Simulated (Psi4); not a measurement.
# SiNH4ClO (SMILES N[SiH](O)Cl): B3LYP/6-31G(d) (Cartesian functions)

Aim: the vertical ionisation energy of SiNH4ClO at B3LYP/6-31G* (Cartesian functions), from 2 runs. Input form: a Python script.

Program for the calculation: Psi4 1.11.

2 further runs of the same task are left out: 2 set aside as unsound or not needed.

## Step 1: The molecule

SiNH4ClO: 8 atoms, total charge 0, spin state singlet. SMILES: `N[SiH](O)Cl`. The coordinates come from a PBE0-D4/def2-TZVP relaxation. This is one conformer, not always the lowest.

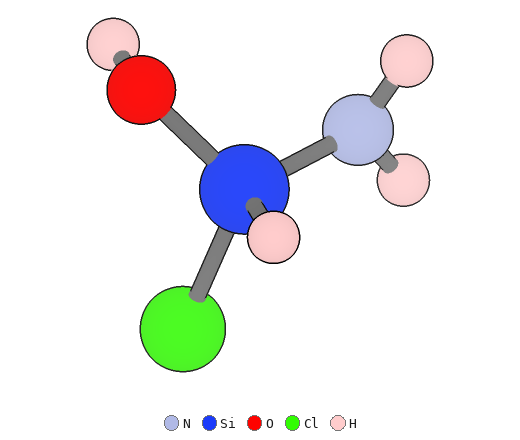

The structure, seen from a chosen angle (nitrogen light blue, silicon blue, oxygen red, chlorine green, hydrogen pink).

## Step 2: Energy and gradient at B3LYP/6-31G(d) (Cartesian functions)

clh4nosi.py reads:

```python
import psi4

psi4.set_memory('2200 MB')
psi4.set_num_threads(1)
psi4.set_output_file('output.dat', False)

mol = psi4.geometry("""
0 1
N     -0.749800     0.885600    -0.289000
Si     0.524400    -0.226200    -0.115300
O      0.551300    -0.861300     1.386900
Cl     0.173100    -1.641600    -1.566900
H     -1.217200     0.998000    -1.172700
H     -0.806900     1.712400     0.283000
H      1.896700     0.277200    -0.308600
H     -0.279500    -1.201200     1.726700
units angstrom
symmetry c1
no_reorient
no_com
""")

options = {'basis': '6-31G*', 'puream': False, 'e_convergence': 1e-09, 'd_convergence': 1e-08, 'scf_type': 'pk', 'dft_radial_points': 99, 'dft_spherical_points': 590}
psi4.set_options(options)

result, w = psi4.gradient('b3lyp', return_wfn=True)
print('gradient / Eh bohr^-1')
print(result.np.round(6))
print(f'energy = {w.energy():.10f} Eh')
```

The run is started by

```bash
$ python clh4nosi.py
```

output.dat, cut to the lines that bear on the results:

```text
[...]
  Running in c1 symmetry.
[...]
  Nuclear repulsion =  228.759091773363366
[...]
  Multiplicity = 1
[...]
  Nalpha       = 25
  Nbeta        = 25
[...]
    Number of basis functions: 76
[...]
   @RKS iter   1:  -881.81791359288422   -9.18207e-03   1.26394e-02 ADIIS/DIIS
[...]
   @RKS iter  11:  -882.18994020494881   -9.54969e-12   9.32807e-09 DIIS
[...]
    Orbital Energies [Eh]
    ---------------------
    Doubly Occupied:
       1A   -101.526667     2A    -66.191520     3A    -19.161202
       4A    -14.327818     5A     -9.446470     6A     -7.207349
       7A     -7.201838     8A     -7.201600     9A     -5.332772
      10A     -3.693940    11A     -3.691609    12A     -3.689765
      13A     -1.017190    14A     -0.866410    15A     -0.816517
      16A     -0.573041    17A     -0.511996    18A     -0.490988
      19A     -0.418946    20A     -0.400903    21A     -0.359866
      22A     -0.341275    23A     -0.317484    24A     -0.315467
      25A     -0.274530
[...]
  @RKS Final Energy:  -882.18994020494881
   => Energetics <=
    Nuclear Repulsion Energy =            228.7590917733633660
    One-Electron Energy =               -1673.0138030353368777
    Two-Electron Energy =                 615.5427986649081049
    DFT Exchange-Correlation Energy =     -53.4780276078832983
    Empirical Dispersion Energy =           0.0000000000000000
    VV10 Nonlocal Energy =                  0.0000000000000000
    Total Energy =                       -882.1899402049488117
[...]
 Multipole Moments:
 ------------------------------------------------------------------------------------
     Multipole            Electronic (a.u.)      Nuclear  (a.u.)        Total (a.u.)
 ------------------------------------------------------------------------------------
 L = 1.  Multiply by 2.5417464519 to convert [e a0] to [Debye]
 Dipole X            :        -17.7856910           17.0816124           -0.7040787
 Dipole Y            :         57.5106452          -56.6517216            0.8589236
 Dipole Z            :         35.5606481          -35.2450930            0.3155551
 Magnitude           :                                                    1.1545785
[...]
  -Total Gradient:
     Atom            X                  Y                   Z
    ------   -----------------  -----------------  -----------------
       1        0.004573205447    -0.000810800226     0.000196360188
       2       -0.007548921317    -0.005802987595     0.002596989892
       3       -0.008305761672     0.002046586865    -0.008723574967
       4        0.001283708329     0.006575907618     0.007239210604
       5        0.002871765842    -0.001079175913     0.004233730308
       6        0.000245981298    -0.004318636326    -0.002795354108
       7       -0.000590975646     0.000590683579     0.000120068295
       8        0.007471457682     0.002804240331    -0.002872197367
[...]
```

The script printed:

```text
gradient / Eh bohr^-1
[[ 0.004573 -0.000811  0.000196]
 [-0.007549 -0.005803  0.002597]
 [-0.008306  0.002047 -0.008724]
 [ 0.001284  0.006576  0.007239]
 [ 0.002872 -0.001079  0.004234]
 [ 0.000246 -0.004319 -0.002795]
 [-0.000591  0.000591  0.00012 ]
 [ 0.007471  0.002804 -0.002872]]
energy = -882.1899402049 Eh
```

Wall time 20 s (1 thread of AMD EPYC 7R43 (Zen 3), shared host); peak memory 1.1 GiB.

## Step 3: The doublet cation: a single-point energy at UB3LYP/6-31G(d) (Cartesian functions)

job.py reads:

```python
import psi4

psi4.set_memory('2200 MB')
psi4.set_num_threads(1)
psi4.core.set_output_file('psi4.out', False)

mol = psi4.geometry("""
1 2
N
Si 1 1.699958
O 2 1.631159 1 111.16815
Cl 2 2.057647 3 112.62392 1 -116.84752
H 1 1.005993 2 120.73598 3 -147.44535
H 1 1.006997 5 112.38893 2 154.29842
H 2 1.474444 3 103.78735 1 127.15508
H 3 0.959805 2 116.72124 7 176.43377
symmetry c1
no_reorient
no_com
""")

psi4.set_options({
    'basis': '6-31G*',
    'reference': 'uks',
    'puream': False,
    'e_convergence': 1e-09,
    'd_convergence': 1e-08,
    'scf_type': 'pk',
    'dft_radial_points': 99,
    'dft_spherical_points': 590,
    'maxiter': 100,
})

energy_value, wavefunction = psi4.energy("B3LYP", molecule=mol, return_wfn=True)
psi4.oeprop(wavefunction, "DIPOLE", "MAYER_INDICES", "WIBERG_LOWDIN_INDICES", title="B3LYP")
print(f'total energy {energy_value:.8f} hartree = {energy_value * 27.211386:.5f} eV')
```

The run is started by

```bash
$ python job.py
```

psi4.out, cut to the lines that bear on the results:

```text
[...]
  Running in c1 symmetry.
[...]
  Nuclear repulsion =  228.759090327484358
[...]
  Multiplicity = 2
[...]
  Nalpha       = 25
  Nbeta        = 24
[...]
    Number of basis functions: 76
[...]
   @UKS iter   1:  -881.38479267297066    4.23939e-01   1.26350e-02 ADIIS/DIIS
[...]
   @UKS iter  21:  -881.81576137506215   -4.20641e-12   3.48181e-09 DIIS
[...]
   @S^2 Observed:                7.562234090E-01
[...]
    Orbital Energies [Eh]
    ---------------------
    Alpha Occupied:
       1A   -101.749288     2A    -66.429894     3A    -19.386620
       4A    -14.675128     5A     -9.667871     6A     -7.429498
       7A     -7.424606     8A     -7.421722     9A     -5.573709
      10A     -3.933802    11A     -3.933106    12A     -3.930623
      13A     -1.239651    14A     -1.190270    15A     -1.038168
      16A     -0.819209    17A     -0.812933    18A     -0.751634
      19A     -0.668132    20A     -0.643378    21A     -0.598855
      22A     -0.583777    23A     -0.560989    24A     -0.533892
      25A     -0.526853
    Alpha Virtual:
[...]
  @UKS Final Energy:  -881.81576137506215
   => Energetics <=
    Nuclear Repulsion Energy =            228.7590903274843583
    One-Electron Energy =               -1660.9558490406384408
    Two-Electron Energy =                 603.5708570861785347
    DFT Exchange-Correlation Energy =     -53.1898597480865476
    Empirical Dispersion Energy =           0.0000000000000000
    VV10 Nonlocal Energy =                  0.0000000000000000
    Total Energy =                       -881.8157613750621522
[...]
 Multipole Moments:
 ------------------------------------------------------------------------------------
     Multipole            Electronic (a.u.)      Nuclear  (a.u.)        Total (a.u.)
 ------------------------------------------------------------------------------------
 L = 1.  Multiply by 2.5417464519 to convert [e a0] to [Debye]
 Dipole X            :          3.0264827           -4.0010597           -0.9745770
 Dipole Y            :          2.0267673           -2.3994612           -0.3726938
 Dipole Z            :          1.4599568           -3.7787573           -2.3188005
 Magnitude           :                                                    2.5427420
[...]
```

On the terminal:

```text
total energy -881.81576138 hartree = -23995.42906 eV
```

It took 41 s on 1 thread of AMD EPYC 7R43 (Zen 3), shared host; peak memory 1.1 GiB.

## Step 4: What came out

At B3LYP/6-31G* (Cartesian functions):

| quantity | value |
| --- | --- |
| singlet SiNH4ClO: total energy | -882.18994 Eh |
| singlet SiNH4ClO: dipole moment | 2.93 D |
| singlet SiNH4ClO: HOMO energy | -7.47 eV |
| singlet SiNH4ClO: LUMO energy | 1.13 eV |
| singlet SiNH4ClO: HOMO–LUMO gap | 8.60 eV |
| singlet SiNH4ClO: largest force on an atom | 0.628 eV/Å |
| doublet cation: total energy | -881.81576 Eh |
| doublet cation: HOMO energy (highest over α and β) | -14.16 eV |
| doublet cation: LUMO energy (lowest over α and β) | -12.75 eV |
| doublet cation: ⟨S²⟩ | 0.756 |
| vertical ionisation energy (to the doublet cation) | 10.182 eV |

What this shows: Removing an electron at fixed nuclei costs 10.18 eV (982 kJ/mol). The largest force (singlet SiNH4ClO) is 0.63 eV/Å: the shape isn't a stationary point for this species at this level. −ε(HOMO) before ionisation, 7.47 eV, is 2.71 eV below this ionisation energy.
